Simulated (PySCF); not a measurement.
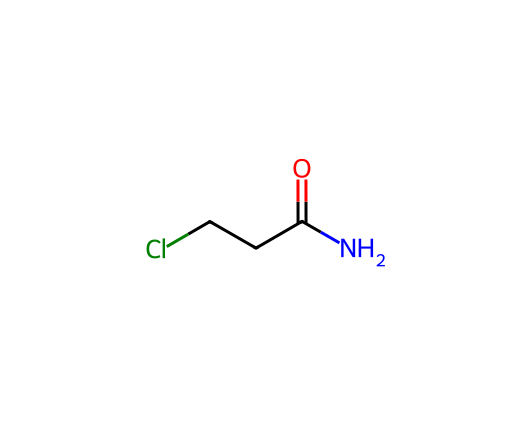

A structural formula.

> Give its SMILES.

NC(=O)CCCl

> What is the molecular formula?

C3H6ClNO.

> An optimisation with PBE0-D3(BJ)/def2-SVP gave a structure of which point group?

C1. Other conformers may differ.

The parts below concern this one geometry. Atoms keep their numbers from picture to picture. Computed geometry: PBE0-D3(BJ)/def2-SVP optimisation. No frequency run is at hand to confirm it as a minimum.

### Electronic properties

No frequency run is at hand to confirm it as a minimum. Method: CAM-B3LYP/def2-SVPD, gas phase (PySCF 2.14.0). Excitations: vertical, linear response.

What does the calculation give?

- dipole moment: 2.50 D
- HOMO energy (Kohn–Sham orbital): −9.04 eV
- LUMO energy (Kohn–Sham orbital): 0.93 eV
- HOMO–LUMO gap: 9.97 eV
- mean static polarisability: 62.4 bohr³
- lowest vertical singlet excitation: 5.68 eV
- its oscillator strength: 0.000
- brightest of the 6 lowest singlets: 7.66 eV
- its oscillator strength: 0.10

### Charges

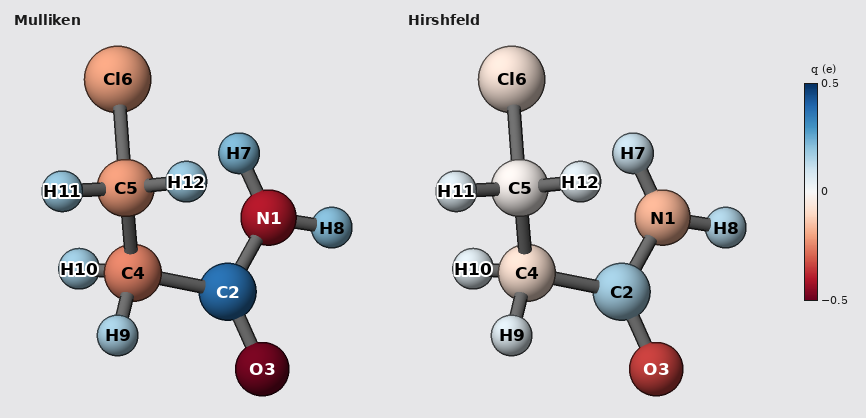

Atomic charges of one calculation by 2 schemes, on one colour scale. No frequency run is at hand to confirm it as a minimum. Method: PBE0/pcSseg-1 in chloroform (IEF-PCM) (PySCF 2.14.0).

> Which scheme gives the most polar picture (largest mean size of the charges)?

The Mulliken charges are the largest in size here.

> On which atom do the schemes disagree most?

On N1 (from −0.40 to −0.17 e).

List the charges (e), one line for each set of equivalent atoms.

```tsv
atom	Mulliken	Hirshfeld
N1	−0.40	−0.17
C2	0.37	0.17
O3	−0.47	−0.34
C4	−0.24	−0.08
C5	−0.21	−0.02
Cl6	−0.20	−0.06
H7	0.22	0.11
H8	0.21	0.15
H9	0.16	0.06
H10	0.18	0.06
H11	0.19	0.06
H12	0.18	0.06
```

### Quadrupole coupling

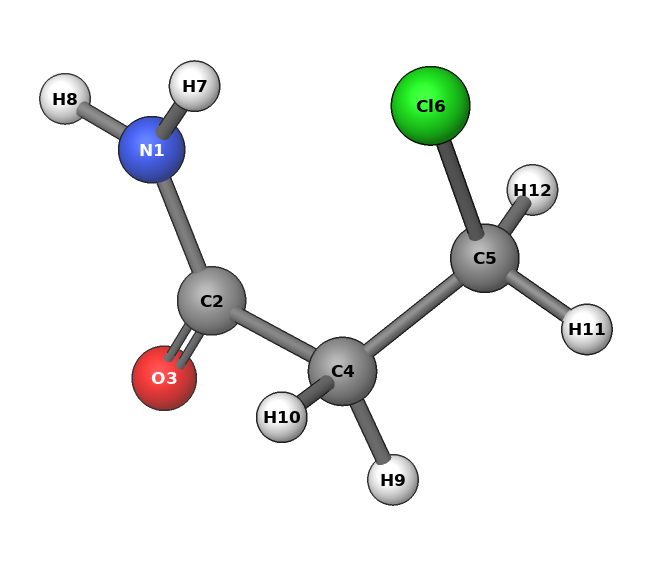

No frequency run is at hand to confirm it as a minimum. Electric field gradients from the ground-state density, PBE0/pcSseg-1 in chloroform (IEF-PCM) (PySCF 2.14.0), non-relativistic apart from any core potentials.

Give the largest field-gradient component, the quadrupole coupling constant and the asymmetry for 14N at N1 (Q = 20.44 mb), 17O at O3 (Q = −25.6 mb), 35Cl at Cl6 (Q = −81.7 mb).

```
atom  V_zz (a.u.)  e²qQ/h (MHz)     η
  N1       −0.870         −4.18  0.12
  O3       −1.602          9.63  0.08
 Cl6        3.728         −71.6  0.05
```

Mulliken values depend strongly on the basis set and can even reverse the polarity of a bond.
